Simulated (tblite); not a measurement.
Frequency calculation of C2H4BF2Si

C2H4BF2Si, multiplicity 2, computed with GFN2-xTB harmonic vibrations, gas phase (tblite 0.8.0).

It belongs to a series of runs on one base structure; here: H removed from sp3 C.

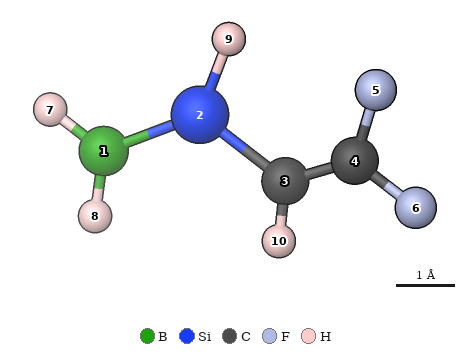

Fig. 1: The structure as given in the input (ball-and-stick view, seen at a tilt; atoms are numbered from 1 in the order of the input). Bond lengths as drawn: B–H 1.17 Å, B–Si 1.88 Å, C–C 1.32 Å, C–F 1.33 to 1.34 Å, C–H 1.08 Å, C–Si 1.88 Å and H–Si 1.47 Å.

**Input file**
```
{"job": {"kind": "ir", "xc": "GFN2-xTB", "basis": "xTB"}, "charge": 0, "multiplicity": 2}
B      2.301657    -0.759730    -0.190001
Si     0.689603    -0.170899     0.587160
C     -0.812083     0.224453    -0.465927
C     -1.979950     0.640289    -0.011355
F     -2.286287     0.845944     1.269324
F     -3.052625     0.922990    -0.756160
H      3.240888    -1.008491     0.469244
H      2.400263    -0.891435    -1.352889
H      0.253593     0.088648     1.965321
H     -0.746176     0.112886    -1.537245
```

The first line tells a small driver script what to run in tblite; the rest is the geometry in Å.

Launch command:
```bash
OMP_NUM_THREADS=1 python <driver script> task.json out
```

**Output**
```
mode    cm-1     km/mol
  1      46.1      2.94
  2     110.6      7.09
  3     152.0      0.03
  4     176.4      4.81
  5     268.9      1.02
  6     374.3     17.20
  7     421.1     22.96
  8     490.0      3.26
  9     502.4     33.42
 10     619.3     41.74
 11     692.3     57.53
 12     723.1     58.43
 13     771.9     19.66
 14     812.9     14.86
 15     854.6     31.85
 16     924.3    146.14
 17    1088.2    185.19
 18    1187.7     25.56
 19    1223.9     73.03
 20    1680.2    234.78
 21    2240.0    281.45
 22    2591.5    127.12
 23    2617.0    122.83
 24    3093.1      4.40
```

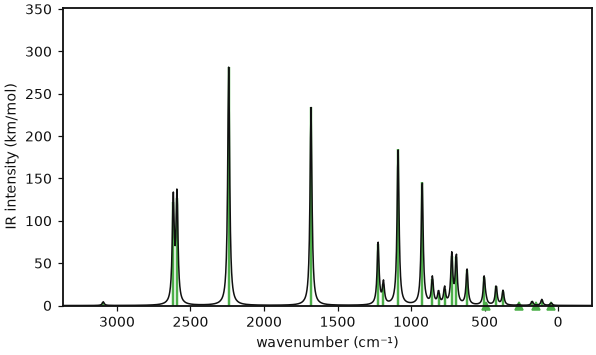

Fig. 2: Harmonic infrared spectrum, unscaled: sticks (degenerate modes added up, dark ones marked on the axis) with a Lorentzian envelope of 16 cm⁻¹ full width, scaled to the tallest stick. 24 modes from 46 to 3093 cm⁻¹, none imaginary. The strongest line is at 2240 cm⁻¹ (281 km/mol).

**Results in brief**

| quantity | value |
| --- | --- |
| outcome | converged |
| total energy | −508.0623 eV |
| zero-point energy | 33.8270 kcal/mol |
| hardware | 1 CPU thread, shared host |
| peak memory | 0.17 GiB |
